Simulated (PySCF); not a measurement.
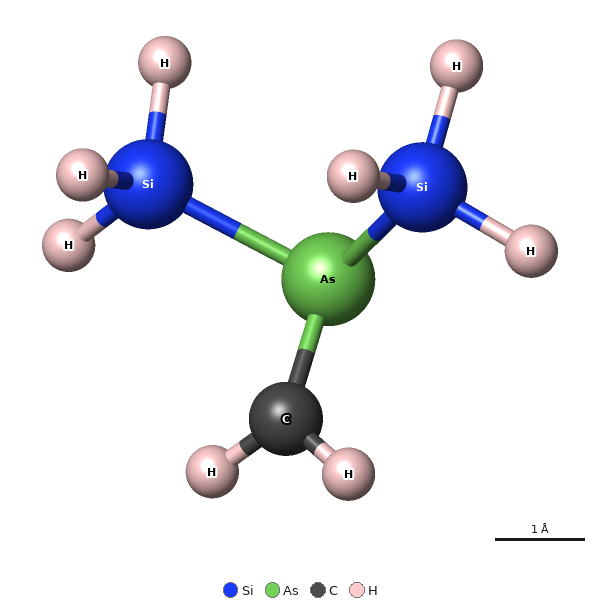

**Figure 1.** The structure as given in the input (ball-and-stick view, seen at a tilt). Bond lengths as drawn: As–C 1.84 Å, As–Si 2.30 to 2.31 Å, C–H 1.07 to 1.11 Å and H–Si 1.47 to 1.49 Å.

Geometry relaxation, with input and output: CH8AsSi2

System: CH8AsSi2, multiplicity 2.
Method: PBE0-D3(BJ)/def2-SVP geometry optimisation, gas phase (PySCF 2.14.0).

The input:
```
{"job": {"xc": "PBE0", "basis": "def2-SVP", "d3": "d3bj", "grid": 2, "kind": "geom", "shake": 0.01}, "charge": 0, "multiplicity": 2}
Si    -1.247592     1.455961    -0.280096
As     0.042118    -0.305281    -0.998484
Si     1.906732    -0.186551     0.363138
C     -0.822363    -1.715636    -0.199590
H     -0.635536     2.728954    -0.716439
H     -2.592218     1.403684    -0.924914
H     -1.469947     1.548260     1.168739
H      1.652857    -0.056034     1.802820
H      2.741596    -1.385114     0.202869
H      2.725662     0.976285    -0.017722
H     -0.349101    -2.659721    -0.028880
H     -1.913717    -1.832390    -0.354440
```

The first line tells a small driver script what to run in PySCF; the rest is the geometry in Å.

Command:
```bash
OMP_NUM_THREADS=1 python <driver script> task.json out
```

Log:
```
step   0  E = -2856.66467454  max force = 0.035193
step   1  E = -2856.67165605  max force = 0.007018
step   2  E = -2856.67204986  max force = 0.003281
step   3  E = -2856.67217237  max force = 0.002781
step   4  E = -2856.67223124  max force = 0.000560
step   5  E = -2856.67224992  max force = 0.000340
step   6  E = -2856.67225422  max force = 0.000204
optimisation converged
```

Trajectory as extended XYZ (Å, eV, eV/Å), 7 frames, from step=0 to step=6:
```
12
Properties=species:S:1:pos:R:3:forces:R:3 step=0 energy=-77733.80519
Si   -1.2476    1.4560   -0.2801   -0.5151   0.6406   0.0463
As    0.0421   -0.3053   -0.9985    0.6348   0.1955  -1.1769
Si    1.9067   -0.1865    0.3631    0.3491   0.2906   0.3121
C    -0.8224   -1.7156   -0.1996   -1.8097  -0.5106   0.1386
H    -0.6355    2.7290   -0.7164    0.2634   0.2028  -0.1401
H    -2.5922    1.4037   -0.9249   -0.0206  -0.2069  -0.1001
H    -1.4700    1.5483    1.1687   -0.0011  -0.0902   0.5342
H     1.6529   -0.0560    1.8028   -0.2972   0.0357   0.5143
H     2.7416   -1.3851    0.2029    0.1309  -0.4808  -0.2306
H     2.7257    0.9763   -0.0177    0.1801   0.3620  -0.2461
H    -0.3491   -2.6597   -0.0289    0.7269  -0.6975   0.2240
H    -1.9137   -1.8324   -0.3544    0.3584   0.2589   0.1241
12
Properties=species:S:1:pos:R:3:forces:R:3 step=1 energy=-77733.99517
Si   -1.2186    1.4852   -0.2486   -0.0078  -0.0623  -0.0432
As    0.0409   -0.3241   -1.0968    0.1153   0.2386  -0.1630
Si    1.8777   -0.1346    0.3799   -0.0404  -0.1117  -0.0805
C    -0.8753   -1.7496   -0.2649    0.3527  -0.2297   0.1235
H    -0.5535    2.7481   -0.6958   -0.0486  -0.0062   0.0228
H    -2.5707    1.3688   -0.8763   -0.0163   0.0746   0.0468
H    -1.3547    1.4800    1.2412    0.0066   0.0069  -0.0271
H     1.4799    0.0025    1.8146    0.0222   0.0079  -0.0115
H     2.6702   -1.3905    0.1899    0.0370   0.0627   0.0799
H     2.6907    1.0460   -0.0465   -0.0031  -0.0296   0.0357
H    -0.3222   -2.6641   -0.0225   -0.0569   0.0393   0.0248
H    -1.9551   -1.8242   -0.3246   -0.3609   0.0094  -0.0081
12
Properties=species:S:1:pos:R:3:forces:R:3 step=2 energy=-77734.00588
Si   -1.2193    1.4776   -0.2568   -0.0036  -0.0423   0.0129
As    0.0512   -0.3200   -1.1220    0.0832   0.0192  -0.0807
Si    1.8784   -0.1401    0.3702   -0.0351  -0.0287  -0.0254
C    -0.8627   -1.7524   -0.2764   -0.1687  -0.0638   0.0448
H    -0.5699    2.7513   -0.6900   -0.0087   0.0096  -0.0048
H    -2.5832    1.3823   -0.8606   -0.0060   0.0194   0.0122
H    -1.3386    1.4593    1.2328    0.0060  -0.0039   0.0060
H     1.4664    0.0019    1.7994   -0.0054   0.0046   0.0058
H     2.6927   -1.3835    0.2110    0.0127   0.0095   0.0239
H     2.6939    1.0429   -0.0378    0.0165   0.0053   0.0083
H    -0.3434   -2.6740    0.0033    0.0709   0.0459  -0.0105
H    -1.9561   -1.8018   -0.3235    0.0382   0.0251   0.0073
12
Properties=species:S:1:pos:R:3:forces:R:3 step=3 energy=-77734.00921
Si   -1.2147    1.4700   -0.2613    0.0135   0.0061   0.0210
As    0.0540   -0.3212   -1.1457   -0.0185  -0.0061  -0.0427
Si    1.8686   -0.1457    0.3629   -0.0155   0.0235   0.0257
C    -0.8647   -1.7449   -0.2788   -0.1111   0.0089  -0.0214
H    -0.5755    2.7499   -0.6903    0.0009   0.0170  -0.0078
H    -2.5897    1.3898   -0.8410   -0.0014  -0.0127  -0.0059
H    -1.3126    1.4411    1.2294    0.0082  -0.0110   0.0111
H     1.4370    0.0092    1.7852   -0.0151   0.0017   0.0052
H     2.6907   -1.3863    0.2364   -0.0006  -0.0190  -0.0083
H     2.6952    1.0334   -0.0339    0.0127   0.0084  -0.0074
H    -0.3184   -2.6505   -0.0011   -0.0160  -0.0255   0.0203
H    -1.9606   -1.8014   -0.3122    0.1430   0.0086   0.0101
12
Properties=species:S:1:pos:R:3:forces:R:3 step=4 energy=-77734.01082
Si   -1.2072    1.4639   -0.2617    0.0028   0.0230   0.0205
As    0.0576   -0.3213   -1.1638   -0.0130  -0.0283  -0.0163
Si    1.8602   -0.1435    0.3587    0.0110   0.0264   0.0288
C    -0.8605   -1.7409   -0.2855   -0.0070   0.0191  -0.0227
H    -0.5787    2.7506   -0.6893   -0.0017   0.0022  -0.0026
H    -2.5885    1.3828   -0.8264   -0.0001  -0.0129  -0.0051
H    -1.2880    1.4231    1.2303    0.0071  -0.0061   0.0009
H     1.4112    0.0181    1.7754   -0.0100   0.0014  -0.0041
H     2.6817   -1.3868    0.2482   -0.0058  -0.0117  -0.0097
H     2.6955    1.0324   -0.0324    0.0043  -0.0025  -0.0030
H    -0.3205   -2.6459    0.0067   -0.0016  -0.0079   0.0077
H    -1.9534   -1.7892   -0.3105    0.0141  -0.0027   0.0054
12
Properties=species:S:1:pos:R:3:forces:R:3 step=5 energy=-77734.01132
Si   -1.2009    1.4604   -0.2606   -0.0075   0.0124   0.0046
As    0.0606   -0.3209   -1.1770   -0.0025  -0.0111   0.0025
Si    1.8543   -0.1404    0.3571    0.0146   0.0043   0.0119
C    -0.8577   -1.7369   -0.2924    0.0175   0.0091  -0.0143
H    -0.5836    2.7523   -0.6896   -0.0029  -0.0027   0.0005
H    -2.5870    1.3721   -0.8131    0.0005  -0.0048   0.0005
H    -1.2658    1.4105    1.2321    0.0039   0.0005  -0.0021
H     1.3900    0.0283    1.7680   -0.0022   0.0023  -0.0039
H     2.6693   -1.3896    0.2578   -0.0044  -0.0013  -0.0025
H     2.6997    1.0296   -0.0311   -0.0001  -0.0053  -0.0001
H    -0.3197   -2.6404    0.0094   -0.0002   0.0011   0.0007
H    -1.9501   -1.7816   -0.3109   -0.0168  -0.0045   0.0022
12
Properties=species:S:1:pos:R:3:forces:R:3 step=6 energy=-77734.01144
Si   -1.2005    1.4605   -0.2597   -0.0059  -0.0001  -0.0017
As    0.0621   -0.3193   -1.1796    0.0032   0.0040   0.0068
Si    1.8543   -0.1400    0.3579    0.0044  -0.0055   0.0011
C    -0.8567   -1.7352   -0.2961    0.0096   0.0017  -0.0066
H    -0.5893    2.7543   -0.6909   -0.0020  -0.0011  -0.0001
H    -2.5881    1.3663   -0.8076    0.0000  -0.0015   0.0021
H    -1.2592    1.4096    1.2331    0.0019   0.0025  -0.0006
H     1.3857    0.0327    1.7668    0.0009   0.0024  -0.0010
H     2.6638   -1.3931    0.2616   -0.0023   0.0006   0.0008
H     2.7053    1.0256   -0.0304    0.0002  -0.0028  -0.0002
H    -0.3189   -2.6381    0.0079    0.0004   0.0018  -0.0007
H    -1.9493   -1.7799   -0.3134   -0.0105  -0.0020   0.0002
```

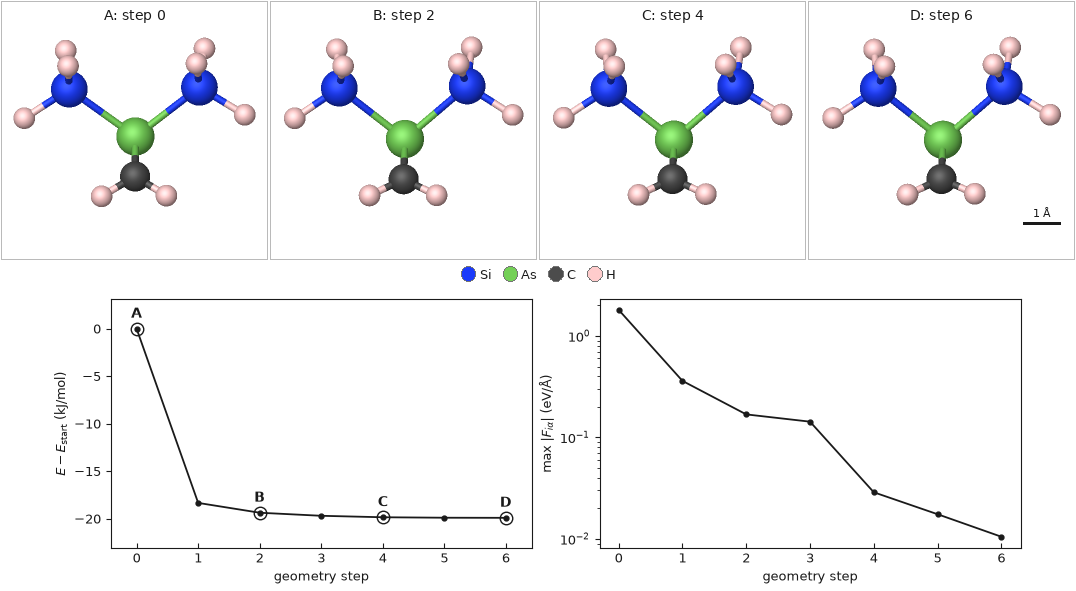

**Figure 2.** Frames of the relaxation (ball-and-stick view, seen at a tilt) above the curves, on which the letters mark them (steps are counted from 0).

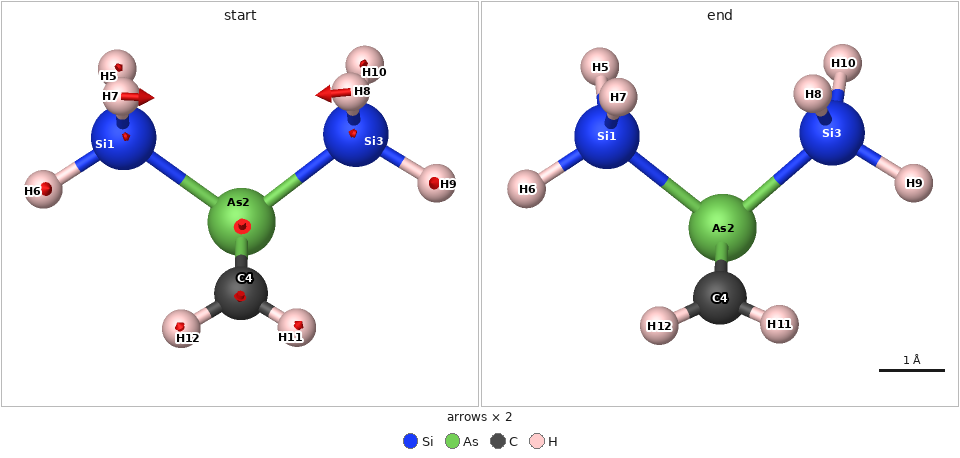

**Figure 3.** Before (left) and after (right) the relaxation, at one scale (ball-and-stick view, seen at a tilt). The red arrows give the displacements, magnified 2 times. The atom that moves furthest after the best rigid fit is H8 (0.28 Å). By element the largest moves are H 0.28 Å, As 0.19 Å, C 0.09 Å, Si 0.06 Å. Distances before and after: Si1–As2 2.298 → 2.368 Å, As2–C4 1.837 → 1.905 Å, As2–Si3 2.312 → 2.368 Å, Si1–H7 1.469 → 1.495 Å. Among the angles that change: Si1–As2–Si3 103.2° → 95.4°, H11–C4–H12 111.4° → 117.5°, Si1–As2–C4 100.9° → 97.0°. After 6 geometry steps the energy has fallen by 19.9 kJ/mol. Largest force component: 1.8 eV/Å at the start, 0.011 eV/Å at the end. (Atoms are counted from 1 in the order of the input.)

Results in brief:

| quantity | value |
| --- | --- |
| outcome | converged |
| total energy | −2856.672254 hartree |
| ⟨S²⟩ | 0.757 |
| dipole moment | 0.51 D |
| point group | Cs |
| hardware | 1 CPU thread, shared host |
| wall time | 2.3 min |
| peak memory | 0.65 GiB |
